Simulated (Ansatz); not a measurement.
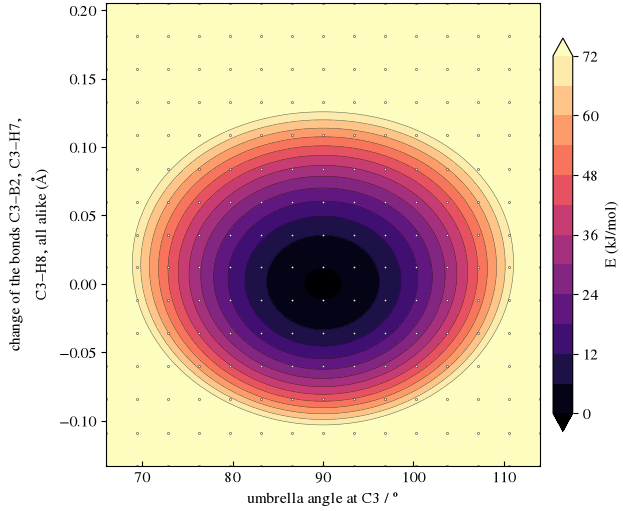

CH₄B₂Cl, SMILES BB([CH2-])Cl, charge −1. The first coordinate is: umbrella angle at C3 (between each of its bonds and their common axis; 90 is planar); the second: change of the bonds C3–B2, C3–H7, C3–H8, all alike. Nothing is relaxed (all other coordinates rigid). The scan uses a 15 × 15 grid; 215 points were computed and 10 follow by symmetry. Points are written as (first, second). Energies are in kJ/mol, from the lowest grid point. The calculation used RHF/def2-SVPD in Ansatz 0.2.0.

In the figure: filled contours, dots at the grid points, one colour for all values above the top of the scale. Between grid points the surface is interpolated.

Estimate the position of the minimum and the force constants in these coordinates.

Answer. The interpolated minimum is at the first coordinate ≈ 90.0°, the second coordinate ≈ 0.000 Å. The curvatures there are about 12 eV/rad² and 118 eV/Å², with a cross term of about 0 eV/(rad·Å). Round the minimum the two coordinates are nearly uncoupled. (1 eV is 96.5 kJ/mol.)
